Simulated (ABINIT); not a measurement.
## MgO (Fm-3m): G0W0 with ABINIT, start to end

Aim: the G0W0 gap of MgO (Fm-3m) on PBE, step by step.

Program: ABINIT 10.8.3. Level of theory: PBE and many-body steps on it, plane waves. Results are calculated unless marked as measured.

**What was measured.**

- Gap 7.83 eV: direct gap at Gamma, low temperature; bulk crystal (literature value) (quoted in “The Band-Gap Studies of Short-Period CdO/MgO Superlattices”, 2021, pmc:8035356).

## (1) The structure

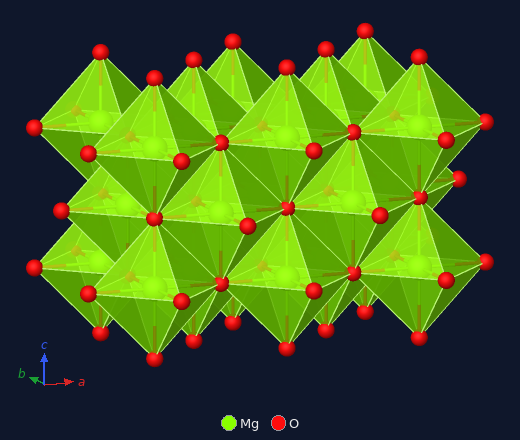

Start, viewed slightly off an axis; magnesium green, oxygen red. 2×1×1 cells are drawn. This picture shows the conventional cell, with its axes. Some periodic images of atoms are drawn too.

The cell and positions are those that the Materials Project relaxed with its own functionals (PBE, PBE+U or r2SCAN), kept fixed.

## (2) Ground state

This step: ABINIT 10.8.3; DFT, PBE, plane waves, norm-conserving pseudopotentials.

The ground-state density comes first.

Contents of run.abi:

```
acell 3*1.0 Angstrom
rprim 
  -0.000000000000 2.097001392700 2.097001392700
  2.097001392700 -0.000000000000 2.097001392700
  2.097001392700 2.097001392700 -0.000000000000
ntypat 2
znucl 12 8
natom 2
typat 1 2
xred 
  0.000000000000 0.000000000000 0.000000000000
  0.500000000000 0.500000000000 0.500000000000
pp_dirpath "pseudos"
pseudos "Mg.upf, O.upf"
ecut 38
ngkpt 8 8 8
nshiftk 1
shiftk 0 0 0
kptopt 1
chksymbreak 0
nband 13
occopt 1
tolvrs 1e-10
nstep 60
prtwf 0
optforces 0
optstress 0
indata_prefix "in"
outdata_prefix "out"
tmpdata_prefix "tmp"
```

Run with:

```bash
> OMP_NUM_THREADS=1 mpirun -n 4 abinit run.abi > log
```

Numbers of over 12 decimals in the logs are rounded to 6 here.

The program printed:

```text
.Version 10.8.3 of ABINIT. v10.8.2 released Aug 2026.

 Symmetries : space group Fm -3 m (#225); Bravais cF (face-center cubic)
================================================================================
 Values of the parameters that define the memory need of the present run
     intxc =       0    ionmov =       0      iscf =       7    lmnmax =       5
     lnmax =       5     mgfft =      32  mpssoang =       3    mqgrid =    3001
     natom =       2  nloc_mem =       1    nspden =       1   nspinor =       1
    nsppol =       1      nsym =      48    n1xccc =    2501    ntypat =       2
    occopt =       1   xclevel =       2
-    mband =          13        mffmem =           1         mkmem =           8
       mpw =        1410          nfft =       32768          nkpt =          29
================================================================================
  Rough estimation (10% accuracy) of disk space for files :
================================================================================

--------------------------------------------------------------------------------
------------- Echo of variables that govern the present computation ------------
--------------------------------------------------------------------------------
 -outvars: echo values of preprocessed input variables --------
            acell      1.8897261259E+00  1.8897261259E+00  1.8897261259E+00 Bohr

      chksymbreak           0
             ecut      3.80000000E+01 Hartree
-          fftalg         312

              ixc     -101130
              kpt      0.00000000E+00  0.00000000E+00  0.00000000E+00
                       1.25000000E-01  0.00000000E+00  0.00000000E+00
                       2.50000000E-01  0.00000000E+00  0.00000000E+00
                       3.75000000E-01  0.00000000E+00  0.00000000E+00
                       5.00000000E-01  0.00000000E+00  0.00000000E+00
                       1.25000000E-01  1.25000000E-01  0.00000000E+00
                       2.50000000E-01  1.25000000E-01  0.00000000E+00
                       3.75000000E-01  1.25000000E-01  0.00000000E+00
                       5.00000000E-01  1.25000000E-01  0.00000000E+00
   [... 18 further rows ...]
                      -3.75000000E-01  5.00000000E-01  1.25000000E-01
                      -2.50000000E-01  5.00000000E-01  2.50000000E-01
         kptrlatt        8    0    0      0    8    0      0    0    8
          kptrlen      4.48334925E+01
P           mkmem           8
            natom           2
            nband          13
            ngfft          32      32      32
             nkpt          29
            nstep          60
             nsym          48
           ntypat           2
              occ      2.000000  2.000000  2.000000  2.000000  2.000000  2.000000
                       2.000000  2.000000  0.000000  0.000000  0.000000  0.000000
                       0.000000
        optforces           0
        optstress           0
            prtwf           0
            rprim     -0.0000000000E+00  2.0970013927E+00  2.0970013927E+00
[...]
spgroup         225

           tolvrs      1.00000000E-10

             xred      0.0000000000E+00  0.0000000000E+00  0.0000000000E+00
[...]
znucl       12.00000    8.00000

================================================================================

 chkinp: Checking input parameters for consistency.

================================================================================
== DATASET  1 ==================================================================
-   mpi_nproc: 4, omp_nthreads: 1 (-1 if OMP is not activated)

--- !DatasetInfo
iteration_state: {dtset: 1, }
dimensions: {natom: 2, nkpt: 29, mband: 13, nsppol: 1, nspinor: 1, nspden: 1, mpw: 1410, }
cutoff_energies: {ecut:  38.0, pawecutdg:  -1.0, }
electrons: {nelect:   1.60000000E+01, charge:   0.00000000E+00, occopt:   1.00000000E+00, tsmear:   1.00000000E-02, }

 Real(R)+Recip(G) space primitive vectors, cartesian coordinates (Bohr,Bohr^-1):
 R(1)=  0.0000000  3.9627583  3.9627583  G(1)= -0.1261747  0.1261747  0.1261747
 R(2)=  3.9627583  0.0000000  3.9627583  G(2)=  0.1261747 -0.1261747  0.1261747
 R(3)=  3.9627583  3.9627583  0.0000000  G(3)=  0.1261747  0.1261747 -0.1261747
 Unit cell volume ucvol=  1.2445798E+02 bohr^3
 Angles (23,13,12)=  6.00000000E+01  6.00000000E+01  6.00000000E+01 degrees

 getcut: wavevector=  0.0000  0.0000  0.0000  ngfft=  32  32  32
         ecut(hartree)=     38.000   => boxcut(ratio)=   2.05769

--- Pseudopotential description ------------------------------------------------
- Mg Generated using ONCVPSP code by D. R. Hamann
- 12.00000  10.00000  171031                  znucl, zion, pspdat
12 -101130 1 -1 1510                          pspcod,pspxc,lmax,lloc,mmax
     nproj     2     2     0
  pspatm : epsatm=    9.22893308
         --- l  ekb(1:nproj) -->
[...]
pspatm: atomic psp has been read  and splines computed

- O Generated using ONCVPSP code by D. R. Hamann
-  8.00000   6.00000  171031                  znucl, zion, pspdat
12 -101130 2 -1 936                           pspcod,pspxc,lmax,lloc,mmax
     nproj     2     2     1
  pspatm : epsatm=    6.19545534
         --- l  ekb(1:nproj) -->
[...]
1   -4.717130   -1.149271
             2   -1.331955
 pspatm: atomic psp has been read  and splines computed

   2.46790215E+02                                ecore*ucvol(ha*bohr**3)
--------------------------------------------------------------------------------

_setup2: Arith. and geom. avg. npw (full set) are    1393.920    1393.901

================================================================================

--- !BeginCycle
iteration_state: {dtset: 1, }
solver: {iscf: 7, nstep: 60, nline: 4, wfoptalg: 0, }
tolerances: {tolvrs: 1.00E-10, }

     iter   Etot(hartree)      deltaE(h)  residm     vres2
 ETOT  1  -75.935065408622    -7.594E+01 9.238E-02 3.759E+02
 ETOT  2  -75.948061304470    -1.300E-02 1.782E-03 3.414E+02
 ETOT  3  -76.049589092583    -1.015E-01 3.706E-03 3.355E+00
 ETOT  4  -76.050443848706    -8.548E-04 6.433E-04 6.727E-03
 ETOT  5  -76.050444348284    -4.996E-07 3.028E-04 2.929E-04
 ETOT  6  -76.050444431526    -8.324E-08 1.825E-04 1.734E-05
 ETOT  7  -76.050444434780    -3.254E-09 9.311E-05 2.500E-07
 ETOT  8  -76.050444434798    -1.779E-11 6.468E-05 1.722E-08
 ETOT  9  -76.050444434803    -5.500E-12 3.138E-05 4.688E-11

 At SCF step    9       vres2   =  4.69E-11 < tolvrs=  1.00E-10 =>converged.

--- !ResultsGS
iteration_state: {dtset: 1, }
comment   : Summary of ground state results
lattice_vectors:
- [ -0.0000000,   3.9627583,   3.9627583, ]
- [  3.9627583,  -0.0000000,   3.9627583, ]
- [  3.9627583,   3.9627583,  -0.0000000, ]
lattice_lengths: [   5.60419,    5.60419,    5.60419, ]
lattice_angles: [ 60.000,  60.000,  60.000, ] # degrees, (23, 13, 12)
lattice_volume:   1.2445798E+02
convergence: {deltae: -5.500E-12, res2:  4.688E-11, residm:  3.138E-05, diffor:  0.000E+00, }
etotal    :  -7.60504444E+01
entropy   :   0.00000000E+00
fermie    :   1.77897150E-01
cartesian_stress_tensor: null
pressure_GPa: null
xred      :
- [  0.0000E+00,   0.0000E+00,   0.0000E+00, Mg]
- [  5.0000E-01,   5.0000E-01,   5.0000E-01,  O]
cartesian_forces: null
force_length_stats: {min: null, max: null, mean: null, }

 Integrated electronic density in atomic spheres:
 ------------------------------------------------
 Atom  Sphere_radius  Integrated_density
    1        2.00000          8.40527242
    2        2.00000          6.31969377
================================================================================

 ----iterations are completed or convergence reached----

 Mean square residual over all n,k,spin=   88.198E-09; max=  31.375E-06
 reduced coordinates (array xred) for    2 atoms
       0.000000000000      0.000000000000      0.000000000000
       0.500000000000      0.500000000000      0.500000000000
 rms dE/dt=  0.0000E+00; max dE/dt=  0.0000E+00; dE/dt below (all hartree)
    1       0.000000000000      0.000000000000      0.000000000000
    2       0.000000000000      0.000000000000      0.000000000000

 cartesian coordinates (angstrom) at end:
    1      0.000000     0.000000     0.000000
    2      2.097001     2.097001     2.097001
 length scales=  1.889726125908  1.889726125908  1.889726125908 bohr
              =  1.000000000000  1.000000000000  1.000000000000 angstroms
 prteigrs : about to open file out_EIG
 Fermi (or HOMO) energy (hartree) =   0.17790   Average Vxc (hartree)=  -0.42142
 Eigenvalues (hartree) for nkpt=  29  k points:
 kpt#   1, nband= 13, wtk=  0.00195, kpt=  0.0000  0.0000  0.0000 (reduced coord)
  -2.47971   -1.25783   -1.25783   -1.25783   -0.45613    0.17790    0.17790    0.17790
   0.35778    0.76721    0.76721    0.76721    0.90692
 prteigrs : prtvol=0 or 1, do not print more k-points.

--- !EnergyTerms
iteration_state     : {dtset: 1, }
comment             : Components of total free energy in Hartree
kinetic             :  4.53474650730970E+01
hartree             :  2.06541409295772E+01
xc                  : -1.22547802114040E+01
Ewald energy        : -4.75873828125848E+01
psp_core            :  1.98291994737388E+00
local_psp           : -6.34768462250543E+01
non_local_psp       : -2.07159611358079E+01
total_energy        : -7.60504444348030E+01
total_energy_eV     : -2.06943801769394E+03
band_energy         : -1.27012741502449E+01

== END DATASET(S) ==============================================================
================================================================================

 -outvars: echo values of variables after computation  --------
           etotal     -7.6050444435E+01
            nband          13
             nkpt          29
          spgroup         225
 [... the other variables as echoed above ...]

 Calculation completed.
```

The job ended after 4.9 s (4 MPI ranks of Arm Neoverse V1, shared host; peak memory 0.26 GiB).

This step gave:

| Property | Result |
| --- | --- |
| total energy | -2069.4380 eV |
| gap | 4.895 eV |
| k of the valence top | 0, 0, 0 |
| k of the conduction bottom | 0, 0, 0 |
| least direct gap | 4.895 eV |

The gap is direct, at Γ.

## (3) Bands along the symmetry lines

Levels along a band path, at the cheap level, show where the edges lie and whether the meshes to come will hold them.

Contents of run.abi:

```
acell 3*1.0 Angstrom
rprim 
  -0.000000000000 2.097001392700 2.097001392700
  2.097001392700 -0.000000000000 2.097001392700
  2.097001392700 2.097001392700 -0.000000000000
ntypat 2
znucl 12 8
natom 2
typat 1 2
xred 
  0.000000000000 0.000000000000 0.000000000000
  0.500000000000 0.500000000000 0.500000000000
pp_dirpath "pseudos"
pseudos "Mg.upf, O.upf"
ecut 38
iscf -2
irdden 1
kptopt 0
nkpt 50
kpt 
  0.00000000 0.00000000 0.00000000
  0.06250000 0.00000000 0.06250000
  0.12500000 0.00000000 0.12500000
  0.18750000 0.00000000 0.18750000
  0.25000000 0.00000000 0.25000000
  0.31250000 0.00000000 0.31250000
  0.37500000 0.00000000 0.37500000
  0.43750000 0.00000000 0.43750000
  0.50000000 0.00000000 0.50000000
  0.51562500 0.03125000 0.51562500
  0.53125000 0.06250000 0.53125000
  0.54687500 0.09375000 0.54687500
  0.56250000 0.12500000 0.56250000
  0.57812500 0.15625000 0.57812500
  0.59375000 0.18750000 0.59375000
  0.60937500 0.21875000 0.60937500
  0.62500000 0.25000000 0.62500000
  0.37500000 0.37500000 0.75000000
  0.32812500 0.32812500 0.65625000
  0.28125000 0.28125000 0.56250000
  0.23437500 0.23437500 0.46875000
  0.18750000 0.18750000 0.37500000
  0.14062500 0.14062500 0.28125000
  0.09375000 0.09375000 0.18750000
  0.04687500 0.04687500 0.09375000
  0.00000000 0.00000000 0.00000000
  0.06250000 0.06250000 0.06250000
  0.12500000 0.12500000 0.12500000
  0.18750000 0.18750000 0.18750000
  0.25000000 0.25000000 0.25000000
  0.31250000 0.31250000 0.31250000
  0.37500000 0.37500000 0.37500000
  0.43750000 0.43750000 0.43750000
  0.50000000 0.50000000 0.50000000
  0.50000000 0.46875000 0.53125000
  0.50000000 0.43750000 0.56250000
  0.50000000 0.40625000 0.59375000
  0.50000000 0.37500000 0.62500000
  0.50000000 0.34375000 0.65625000
  0.50000000 0.31250000 0.68750000
  0.50000000 0.28125000 0.71875000
  0.50000000 0.25000000 0.75000000
  0.50000000 0.21875000 0.71875000
  0.50000000 0.18750000 0.68750000
  0.50000000 0.15625000 0.65625000
  0.50000000 0.12500000 0.62500000
  0.50000000 0.09375000 0.59375000
  0.50000000 0.06250000 0.56250000
  0.50000000 0.03125000 0.53125000
  0.50000000 0.00000000 0.50000000
istwfk *1
nband 15
nbdbuf 2
tolwfr 1e-08
nstep 40
prtwf 0
prtvol 0
indata_prefix "in"
outdata_prefix "out"
tmpdata_prefix "tmp"
```

The program printed:

```text
.Version 10.8.3 of ABINIT. v10.8.2 released Aug 2026.

 Symmetries : space group Fm -3 m (#225); Bravais cF (face-center cubic)
[... echo of the input left out ...]
== DATASET  1 ==================================================================
-   mpi_nproc: 4, omp_nthreads: 1 (-1 if OMP is not activated)

--- !DatasetInfo
iteration_state: {dtset: 1, }
dimensions: {natom: 2, nkpt: 50, mband: 15, nsppol: 1, nspinor: 1, nspden: 1, mpw: 1411, }
cutoff_energies: {ecut:  38.0, pawecutdg:  -1.0, }
electrons: {nelect:   1.60000000E+01, charge:   0.00000000E+00, occopt:   1.00000000E+00, tsmear:   1.00000000E-02, }

 Real(R)+Recip(G) space primitive vectors, cartesian coordinates (Bohr,Bohr^-1):
 R(1)=  0.0000000  3.9627583  3.9627583  G(1)= -0.1261747  0.1261747  0.1261747
 R(2)=  3.9627583  0.0000000  3.9627583  G(2)=  0.1261747 -0.1261747  0.1261747
 R(3)=  3.9627583  3.9627583  0.0000000  G(3)=  0.1261747  0.1261747 -0.1261747
 Unit cell volume ucvol=  1.2445798E+02 bohr^3
 Angles (23,13,12)=  6.00000000E+01  6.00000000E+01  6.00000000E+01 degrees

 getcut: wavevector=  0.0000  0.0000  0.0000  ngfft=  32  32  32
         ecut(hartree)=     38.000   => boxcut(ratio)=   2.05769

--- Pseudopotential description ------------------------------------------------
- Mg Generated using ONCVPSP code by D. R. Hamann
- 12.00000  10.00000  171031                  znucl, zion, pspdat
12 -101130 1 -1 1510                          pspcod,pspxc,lmax,lloc,mmax
     nproj     2     2     0
  pspatm : epsatm=    9.22893308
         --- l  ekb(1:nproj) -->
             0    2.250005   -0.808630
             1   -6.469357   -2.503313
 pspatm: atomic psp has been read  and splines computed

- O Generated using ONCVPSP code by D. R. Hamann
-  8.00000   6.00000  171031                  znucl, zion, pspdat
12 -101130 2 -1 936                           pspcod,pspxc,lmax,lloc,mmax
     nproj     2     2     1
  pspatm : epsatm=    6.19545534
         --- l  ekb(1:nproj) -->
             0    6.056735    0.824024
[...]
2   -1.331955
 pspatm: atomic psp has been read  and splines computed

--------------------------------------------------------------------------------

================================================================================
 prteigrs : about to open file out_EIG
 Non-SCF case, kpt    1 (  0.00000  0.00000  0.00000), residuals and eigenvalues=
  3.62E-09  2.32E-09  3.41E-09  4.94E-09  9.15E-09  1.91E-09  5.29E-09  8.93E-09
  4.40E-09  1.83E-09  8.92E-09  2.29E-09  6.87E-09  3.16E-08  2.61E-07
 -2.4797E+00 -1.2578E+00 -1.2578E+00 -1.2578E+00 -4.5613E-01  1.7790E-01
  1.7790E-01  1.7790E-01  3.5778E-01  7.6721E-01  7.6721E-01  7.6721E-01
[...]
Non-SCF case, kpt    2 (  0.06250  0.00000  0.06250), residuals and eigenvalues=
  3.02E-09  8.62E-09  1.99E-09  6.39E-09  3.31E-09  3.28E-09  1.66E-09  3.81E-09
[...]
3.33E-09  1.27E-09  8.65E-10  3.46E-09  1.92E-09  1.81E-09  5.31E-09  4.86E-09
  4.55E-09  6.95E-10  6.38E-09  1.73E-09  4.85E-09  4.94E-08  4.13E-07
[...]
Non-SCF case, kpt   49 (  0.50000  0.03125  0.53125), residuals and eigenvalues=
[...]
Non-SCF case, kpt   50 (  0.50000  0.00000  0.50000), residuals and eigenvalues=
[...]
-2.4793E+00 -1.2606E+00 -1.2589E+00 -1.2589E+00 -3.9813E-01  2.7623E-02
  1.2827E-01  1.2827E-01  5.1764E-01  5.5107E-01  6.6414E-01  8.8312E-01
[...]
--- !ResultsGS
iteration_state: {dtset: 1, }
comment   : Summary of ground state results
lattice_vectors:
- [ -0.0000000,   3.9627583,   3.9627583, ]
- [  3.9627583,  -0.0000000,   3.9627583, ]
- [  3.9627583,   3.9627583,  -0.0000000, ]
lattice_lengths: [   5.60419,    5.60419,    5.60419, ]
lattice_angles: [ 60.000,  60.000,  60.000, ] # degrees, (23, 13, 12)
lattice_volume:   1.2445798E+02
convergence: {deltae:  0.000E+00, res2:  0.000E+00, residm:  9.981E-09, diffor:  0.000E+00, }
etotal    :  -7.60504444E+01
entropy   :   0.00000000E+00
fermie    :   1.77897150E-01
cartesian_stress_tensor: null
pressure_GPa: null
xred      :
- [  0.0000E+00,   0.0000E+00,   0.0000E+00, Mg]
- [  5.0000E-01,   5.0000E-01,   5.0000E-01,  O]
cartesian_forces: null
force_length_stats: {min: null, max: null, mean: null, }

 Integrated electronic density in atomic spheres:
 ------------------------------------------------
 Atom  Sphere_radius  Integrated_density
[...]
================================================================================

 ----iterations are completed or convergence reached----

 Mean square residual over all n,k,spin=   35.766E-10; max=  99.810E-10
 reduced coordinates (array xred) for    2 atoms
       0.000000000000      0.000000000000      0.000000000000
       0.500000000000      0.500000000000      0.500000000000

 cartesian coordinates (angstrom) at end:
    1      0.000000     0.000000     0.000000
    2      2.097001     2.097001     2.097001
 length scales=  1.889726125908  1.889726125908  1.889726125908 bohr
              =  1.000000000000  1.000000000000  1.000000000000 angstroms
 prteigrs : about to open file out_EIG
 Eigenvalues (hartree) for nkpt=  50  k points:
 kpt#   1, nband= 15, wtk=  1.00000, kpt=  0.0000  0.0000  0.0000 (reduced coord)
[...]
kpt#   2, nband= 15, wtk=  1.00000, kpt=  0.0625  0.0000  0.0625 (reduced coord)
[...]
kpt#   3, nband= 15, wtk=  1.00000, kpt=  0.1250  0.0000  0.1250 (reduced coord)
[...]
kpt#  49, nband= 15, wtk=  1.00000, kpt=  0.5000  0.0313  0.5313 (reduced coord)
  -2.47926   -1.26059   -1.25893   -1.25892   -0.39804    0.02832    0.12683    0.12764
   0.51993    0.55330    0.66333    0.87823    0.88457    1.12988    1.18625
 kpt#  50, nband= 15, wtk=  1.00000, kpt=  0.5000  0.0000  0.5000 (reduced coord)
  -2.47926   -1.26059   -1.25891   -1.25891   -0.39813    0.02762    0.12827    0.12827
   0.51764    0.55107    0.66414    0.88312    0.88312    1.12685    1.18428

== END DATASET(S) ==============================================================
================================================================================

 -outvars: echo values of variables after computation  --------
            nband          15
             nkpt          50
          spgroup         225
 [... the other variables as echoed above ...]

 Calculation completed.
```

It took 3.8 s on 4 MPI ranks; peak memory 0.25 GiB.

Numbers from this step:

| Property | Result |
| --- | --- |
| gap | 4.895 eV |
| k of the valence top | 0, 0, 0 |
| k of the conduction bottom | 0, 0, 0 |
| least direct gap | 4.895 eV |

The gap is 4.895 eV, as in the run before at this level.

The electronic bands at the labelled points (eV, zero at the top of the highest filled band; v1 is the highest filled band, c1 the lowest empty one):

```csv
point,v4,v3,v2,v1,c1,c2,c3,c4
Γ,-17.25,0.00,0.00,0.00,4.89,16.04,16.04,16.04
X,-15.67,-4.09,-1.35,-1.35,9.24,10.15,13.23,19.19
U,-15.65,-3.50,-2.72,-1.15,10.22,11.95,12.66,18.34
jump to K,-15.65,-3.50,-2.72,-1.15,10.22,11.95,12.66,18.34
Γ,-17.25,0.00,0.00,0.00,4.89,16.04,16.04,16.04
L,-15.90,-4.64,-0.65,-0.65,8.02,12.76,16.49,16.49
W,-15.61,-2.96,-2.96,-1.78,11.77,11.77,12.35,15.74
X,-15.67,-4.09,-1.35,-1.35,9.24,10.15,13.23,19.19
```

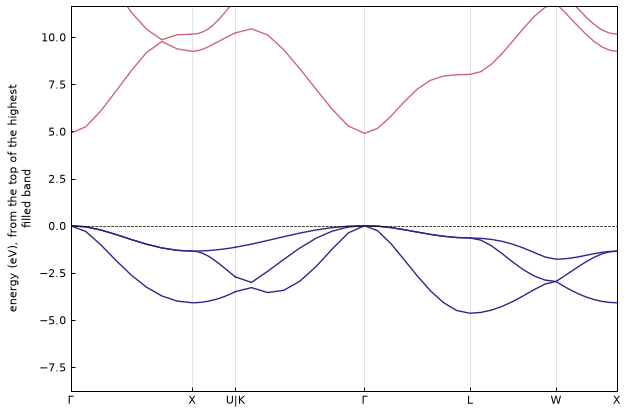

Electronic bands along the path; lines of filled and empty bands in two colours.

(Continued in part 2 of 2.)

[Paths, hosts, dates, memory and timing lines, banners, echoed tables and standing remarks are left out of the program output.]

[Logs are printed without paths, hosts, clocks, repeated set-up lines and the standing remarks that a program may print on its own settings, such as how far it seeks lower states.]

[Runs of the session that timed out or met a known fault of the program may be left out.]

[Hosts, paths, dates, database ids (printed as entryN), source tags and the programs' standing remarks are cut or masked in the printed files.]

[G0W0 gaps are taken among the corrected bands and points alone; a level outside them can change the order at an edge.]

[Where Ansatz stands beside ABINIT at settings called matched, ABINIT's density can come from a denser mesh and the files from another edition; pairs whose starting gaps differed by over 0.03 eV were left out, so agreement reads better than it is.]
